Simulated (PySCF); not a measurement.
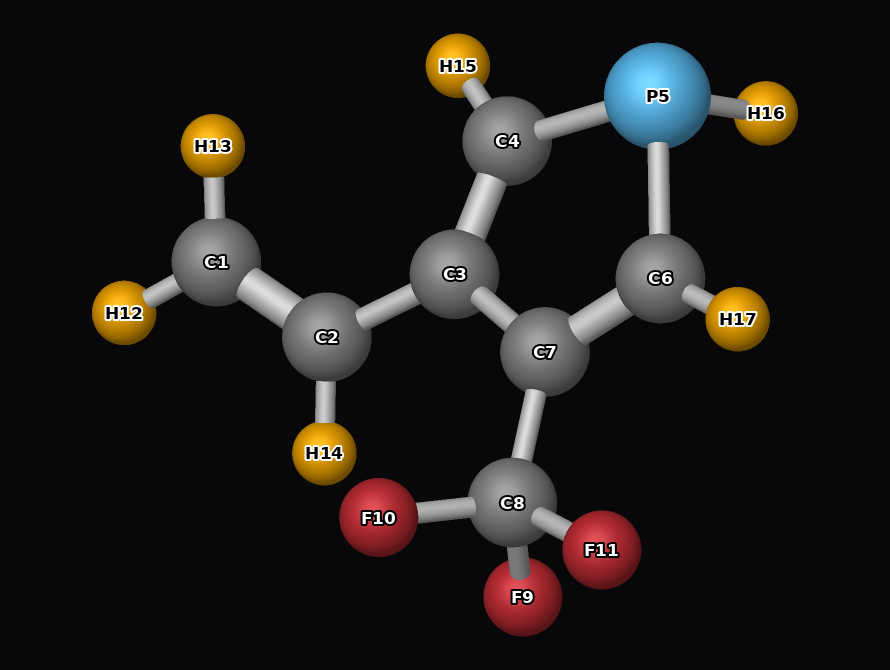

The thickness of each stick grows with its Mayer bond order. Computed geometry: GFN2-xTB optimisation. No frequency run is at hand to confirm it as a minimum. Method: PBE0/pcSseg-1 (PySCF 2.14.0).

> Which bond between heavy atoms has the highest Mayer bond order?

C1–C2, 1.95, at a length of 1.327 Å.

List the Mayer bond orders of C1–C2, C2–C3, C3–C4, C3–C7, C4–P5, P5–C6, C6–C7, C7–C8, C8–F9, C8–F10, C8–F11 (bonds between heavy atoms, one of each equivalent set).

| bond | Mayer order | length (Å) |
| --- | --- | --- |
| C1–C2 | 1.95 | 1.327 |
| C2–C3 | 1.10 | 1.454 |
| C3–C4 | 1.67 | 1.359 |
| C3–C7 | 1.04 | 1.455 |
| C4–P5 | 1.02 | 1.795 |
| P5–C6 | 1.01 | 1.801 |
| C6–C7 | 1.71 | 1.349 |
| C7–C8 | 1.00 | 1.496 |
| C8–F9 | 0.96 | 1.349 |
| C8–F10 | 0.98 | 1.345 |
| C8–F11 | 0.98 | 1.341 |

The geometry is semi-empirical. Around P such bond lengths and angles can be off by a tenth of an ångström or more and by several degrees, and values that hang on the shape move with them.
